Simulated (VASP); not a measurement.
Band structure of Sn3Te2Se (space group P-3m1). Calculation: r2SCAN meta-GGA, VASP's PBE PAW potentials (set 64) (plane waves; VASP 6.6.1).

Unless said otherwise, spin-orbit coupling is left out, though it shifts the bands of the heavy elements here.

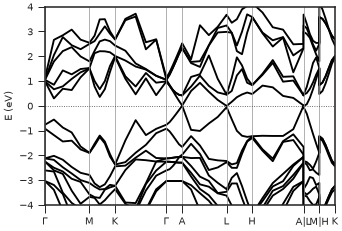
Figure: Bands along high-symmetry lines, zero at the valence-band maximum or, without a gap, the Fermi level

Question: Read the plot: is there a gap, and where are the band edges?

Answer: It has no gap at this level: it comes out as a metal or semimetal.

The structure comes from a computed database's Sn3Te2Se entry (P-3m1); how it stands against other phases isn't given here. It was relaxed first.
